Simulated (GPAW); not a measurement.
# Property calculation, with input and output: GeSbH5

The run: property calculation of GeSbH5. Method and program: LDA (PW92)/real-space grid, scalar-relativistic datasets (GPAW 26.7.0).

The geometry comes from this level: GFN2-xTB.

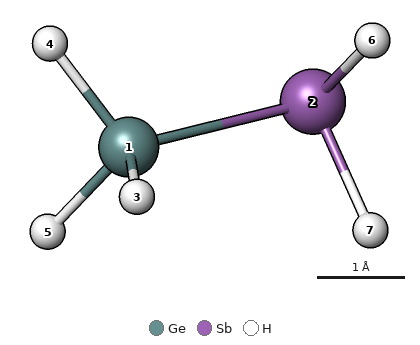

**Figure 1.** The structure as given in the input (ball-and-stick view, seen at a tilt; atoms are numbered from 1 in the order of the input). Sticks mark near contacts.

### Input (gs_sp.py)
```python
import numpy as np
from ase import Atoms
from ase.units import Debye
from gpaw import GPAW

atoms = Atoms(['Ge', 'Sb', 'H', 'H', 'H', 'H', 'H'],
    positions=[[ -0.477000,  -0.537400,  -0.494330],
               [  0.727500,   1.618330,   0.209820],
               [ -0.448350,  -1.760860,   0.384850],
               [ -1.953750,  -0.358190,  -0.746440],
               [ -0.012340,  -1.088290,  -1.819520],
               [  0.100630,   1.429800,   1.773220],
               [  2.063300,   0.696610,   0.692410]])
atoms.center(vacuum=4.5)

gpaw_calc = GPAW(mode='fd', h=0.2, xc='LDA', maxiter=100, txt='-')
atoms.calc = gpaw_calc

energy = atoms.get_potential_energy()
print(f'Energy: {energy:.5f} eV')
forces = atoms.get_forces()
print('Forces (eV/Ang)')
for symbol, f in zip(atoms.symbols, forces):
    print(f'{symbol:2} {f[0]:9.4f} {f[1]:9.4f} {f[2]:9.4f}')
dipole = atoms.get_dipole_moment() / Debye
print(f'Dipole: {np.linalg.norm(dipole):.3f} D')
homo, lumo = gpaw_calc.get_homo_lumo()
print(f'HOMO = {homo:.3f} eV')
print(f'LUMO                    {lumo:.3f} eV')
print(f'Gap                     {lumo - homo:.3f} eV')
```

Machine: 1 thread of Arm Neoverse V2, 24 GiB of memory available, shared host.

Command:
```bash
python gs_sp.py > gs_sp.log
```

### The program's output
```
__  _  _
 | _ |_)|_||  |
 |__||  | ||/\| - 26.7.0

units:  Angstrom and eV
cores:  1
OpenMP: False

Versions:
  Python: 3.12.14
  ASE:    3.29.0
  Numpy:  2.5.5
  Scipy:  1.18.1
  Libxc:  7.0.0

        _gpaw.cpython-312-aarch64-linux-gnu.so

Input parameters:
  mode=FD(),
  h=0.2,
  maxiter=100,
  xc=XC(name='LDA')

Diagonalizing LCAO Hamiltonian
Converting LCAO to fd mode
         .-------------------------------.
        /|                               |
       / |                               |
      /  |                               |
     /   |                               |
    /    |                               |
   /     |                               |
  /      |                               |
 *       |            H                  |
 |       |                               |
 |       |              SbH              |
 |       |                               |
 |       |         He                    |
 |       |      H                        |
 |       |          H                    |
 |       .-------------------------------.
 |      /                               /
 |     /                               /
 |    /                               /
 |   /                               /
 |  /                               /
 | /                               /
 |/                               /
 *-------------------------------*

Atoms  # Å, Bohr magnetons
|   | symbol |        x |        y |        z |    initial magnetic moments |
|---|--------|----------|----------|----------|-----------------------------|
| 0 |     Ge | 5.976750 | 5.723460 | 5.825190 | ( 0.0000,  0.0000,  0.0000) |
| 1 |     Sb | 7.181250 | 7.879190 | 6.529340 | ( 0.0000,  0.0000,  0.0000) |
| 2 |      H | 6.005400 | 4.500000 | 6.704370 | ( 0.0000,  0.0000,  0.0000) |
| 3 |      H | 4.500000 | 5.902670 | 5.573080 | ( 0.0000,  0.0000,  0.0000) |
| 4 |      H | 6.441410 | 5.172570 | 4.500000 | ( 0.0000,  0.0000,  0.0000) |
| 5 |      H | 6.554380 | 7.690660 | 8.092740 | ( 0.0000,  0.0000,  0.0000) |
| 6 |      H | 8.517050 | 6.957470 | 7.011930 | ( 0.0000,  0.0000,  0.0000) |

Unit cell  # Å
| periodic |         x |         y |         z |   lengths |    angles |
|----------|-----------|-----------|-----------|-----------|-----------|
|       no | 13.017050 |  0.000000 |  0.000000 | 13.017050 | 90.000000 |
|       no |  0.000000 | 12.379190 |  0.000000 | 12.379190 | 90.000000 |
|       no |  0.000000 |  0.000000 | 12.592740 | 12.592740 | 90.000000 |

Number of symmetries: 1
Symmetry operations  # r_c * U_cc + t_c -> r_c
|   | kind |            matrix            |
|---|------|------------------------------|
| 0 |  E   |  1, 0, 0,  0, 1, 0,  0, 0, 1 |

BZ-sampling:
  Number of BZ points: 1
  Number of IBZ points: 1

  Monkhorst-Pack size: [1, 1, 1]
  Monkhorst-Pack shift: [0, 0, 0]

K-points  # in reciprocal-cell coordinates
|   |                                coordinates |     weight |
|---|--------------------------------------------|------------|
| 0 | (  0.00000000,   0.00000000,   0.00000000) | 1.00000000 |

Uniform wave function grid shape: (np.int64(63), np.int64(59), np.int64(63))
Spin-components: 1 (collinear spins)
Bands:           18
Projectors:      26
Spin-degeneracy: 2
Datatype:        float64

  Storage: CPU
  Wave functions: 33_720_624 bytes (33_720_624 per core)

Parallelization:
  kpt:    1
  domain: 1
  band:   1

Density:
  Valence electrons: 24.0
  Components: 1
  Grid points: [64 60 64]
  Charge: 0.0  # |e|

Potential:
  Grid points: [64 60 64]

species:
  Ge:
    name:    Germanium
    Z:       32.0
    valence: 4
    core:    28
    charge:  0.0  # [|e|]
    file:    Ge.LDA.gz
    compensation charges:
      type: gauss
      rc: 0.32  # [Å]
      lmax: 2
    cutoffs:
      filter: 1.77  # [Å]
      core: 3.42  # [Å]
    projectors
    | kind |    occ | energy [eV] | rcut [Å] |
    |------|--------|-------------|----------|
    |   4s |  2.000 |     -11.940 |    1.005 |
    |   4p |  2.000 |      -4.047 |    1.005 |
    |    s |        |      15.272 |    1.005 |
    |    p |        |      23.164 |    1.005 |
    |    d |        |       0.000 |    1.005 |

    Using partial waves for Ge as LCAO basis

  Sb:
    name:    Antimony
    Z:       51.0
    valence: 15
    core:    36
    charge:  0.0  # [|e|]
    file:    Sb.LDA.gz
    compensation charges:
      type: gauss
      rc: 0.36  # [Å]
      lmax: 2
    cutoffs:
      filter: 2.23  # [Å]
      core: 2.23  # [Å]
    projectors
    | kind |    occ | energy [eV] | rcut [Å] |
    |------|--------|-------------|----------|
    |   5s |  2.000 |     -13.069 |    1.154 |
    |   5p |  3.000 |      -4.994 |    1.233 |
    |   4d | 10.000 |     -33.564 |    1.196 |
    |    s |        |      14.142 |    1.154 |
    |    p |        |      22.217 |    1.233 |
    |    d |        |      -6.353 |    1.196 |

    Using partial waves for Sb as LCAO basis

  H:
    name:    Hydrogen
    Z:       1.0
    valence: 1
    core:    0
    charge:  0.0  # [|e|]
    file:    H.LDA.gz
    compensation charges:
      type: gauss
      rc: 0.15  # [Å]
      lmax: 2
    cutoffs:
      filter: 0.85  # [Å]
      core: 0.53  # [Å]
    projectors
    | kind |    occ | energy [eV] | rcut [Å] |
    |------|--------|-------------|----------|
    |   1s |  1.000 |      -6.353 |    0.476 |
    |    s |        |      20.858 |    0.476 |
    |    p |        |       0.000 |    0.476 |

    Using partial waves for H as LCAO basis

Reference energy: -233210.898812  # eV

eigensolver:
  PPCG
  Converge bands: occupied
  niter=2

density mixing:
  MSR1-Mixer
  Pratt-step length: 0.05
  Maximum mixing coefficient: 0.75
  Old densities: 10
  SVD Regularization: 0.005
  Good broyden scale: 1.0
  Trust region scale: 1.0
  Backstep threshold: 4.0
  History deletion threshold: 6.0
  Fourier metric: weight=20.0, sigma=0.015

occupation numbers:
  # Zero width

FastPoissonSolver using
    Stencil: 6*3+1=19 point O(h^6) finite-difference Laplacian
    FFT axes: []
    FST axes: [np.int64(1), np.int64(0), np.int64(2)]

xc functional:
  name: None
interpolation: tri-quintic # 5. degree polynomial

Initialization done in: 1.298 s

convergence criteria:
- Maximum [total energy] change in last 3 cyles: 0.0005 eV / valence electron
- Maximum integral of absolute [dens]ity change: 0.0001 electrons / valence electron
- Maximum integral of absolute [eigenst]ate change: 4e-08 eV^2 / valence electron
maximum number of iterations: 100

SCF iterations
|iter     |     time |      energy | eigst |  dens |
|---------|----------|-------------|-------|-------|
|iter:   1| 00:00:02 |  -26.854625 | +1.01 |       |
|iter:   2| 00:00:03 |  -26.737701 | -0.38 | -0.86 |
|iter:   3| 00:00:04 |  -25.419990 | -0.21 | -0.89 |
|iter:   4| 00:00:05 |  -25.411682 | -1.14 | -1.57 |
|iter:   5| 00:00:06 |  -25.414266c| -2.12 | -1.95 |
|iter:   6| 00:00:07 |  -25.414938c| -2.83 | -2.33 |
|iter:   7| 00:00:08 |  -25.414963c| -3.73 | -3.15 |
|iter:   8| 00:00:09 |  -25.414969c| -4.39 | -3.65 |
|iter:   9| 00:00:10 |  -25.414970c| -5.01 | -4.12c|
|iter:  10| 00:00:12 |  -25.414970c| -5.56 | -4.66c|
|iter:  11| 00:00:13 |  -25.414971c| -6.13 | -5.01c|
|iter:  12| 00:00:14 |  -25.414971c| -6.71 | -5.39c|
|iter:  13| 00:00:15 |  -25.414971c| -7.24 | -5.82c|
|iter:  14| 00:00:16 |  -25.414971c| -7.53c| -6.07c|

Converged in 14 steps
SCF loop duration: 13.969 s (0.998 s/step)
Energy contributions relative to reference atoms: (reference = -233210.898812)

Energy contributions:
  Kinetic:          39.455551
  Coulomb:         -41.791760
  Zero:              0.158750
  External:          0.000000
  Xc:              -23.237512
  Entropy:           0.000000
  Spinorbit:         0.000000
  ----------------------------
  Free energy:     -25.414971
  Extrapolated:    -25.414971

dipole moment: (0.069377, 0.130980, 0.036955)  # |e|*Ang

Fermi level: -4.238
Eigenvalues  # (at kpt = [0.000, 0.000, 0.000])
| band index |      eig [eV] | occ [0-2] |
|------------|---------------|-----------|
|          0 |       -33.197 |     2.000 |
|        ... |               |           |
|          4 |       -33.046 |     2.000 |
|          5 |       -15.228 |     2.000 |
|          6 |       -13.430 |     2.000 |
|          7 |        -8.789 |     2.000 |
|          8 |        -8.427 |     2.000 |
|          9 |        -7.918 |     2.000 |
|         10 |        -7.554 |     2.000 |
|         11 |        -6.701 |     2.000 |
|         12 |        -1.775 |     0.000 |
|         13 |        -1.316 |     0.000 |
|         14 |        -0.938 |     0.000 |
|         15 |        -0.057 |     0.000 |
|         16 |         0.047 |     0.000 |
|         17 |         0.342 |     0.000 |

Gap: 4.926 eV
Transition (v -> c):
  (s=0, k=0, n=11, [0.00, 0.00, 0.00]) -> (s=0, k=0, n=12, [0.00, 0.00, 0.00])
No difference between direct/indirect transitions
vacuum-level: 0.000  # V
Energy: -25.41497 eV

Forces  # eV/Ang
|        x |        y |        z |
|----------|----------|----------|
| -0.03412 | -0.02219 | -0.09080 |  # Ge   0
| -0.06286 |  0.05737 | -0.12911 |  # Sb   1
|  0.23613 | -0.39577 |  0.69881 |  # H    2
| -0.67530 |  0.40129 | -0.01896 |  # H    3
|  0.45715 | -0.01968 | -0.66812 |  # H    4
| -0.11068 |  0.05147 |  0.20915 |  # H    5
|  0.22678 | -0.11142 |  0.00716 |  # H    6

Force computation time: 0.074  # s
Forces (eV/Ang)
Ge   -0.0341   -0.0222   -0.0908
Sb   -0.0629    0.0574   -0.1291
H     0.2361   -0.3958    0.6988
H    -0.6753    0.4013   -0.0190
H     0.4572   -0.0197   -0.6681
H    -0.1107    0.0515    0.2092
H     0.2268   -0.1114    0.0072
Dipole: 0.734 D
HOMO = -6.701 eV
LUMO                    -1.775 eV
Gap                     4.926 eV
```

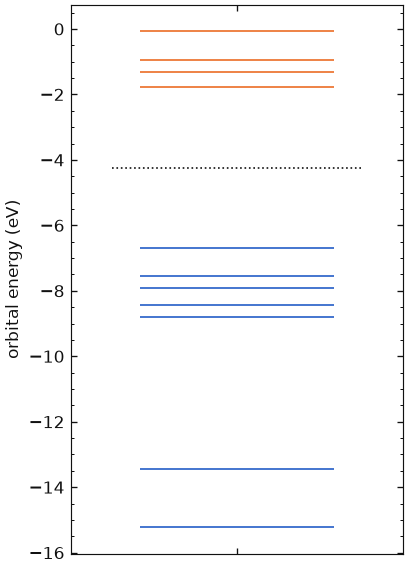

**Figure 2.** Orbital energies near the frontier; the dotted line parts filled from empty levels, and levels within 0.02 eV of each other stand side by side. Highest filled −6.70 eV, lowest empty −1.78 eV, 4.92 eV apart.

### Results in brief

- outcome: converged
- energy relative to the program's reference atoms: −25.4150 eV
- largest force: 0.837 eV/Å
- HOMO: −6.70 eV
- LUMO: −1.78 eV
- dipole moment: 0.73 D
- wall time: 16 s
- peak memory: 0.7 GiB
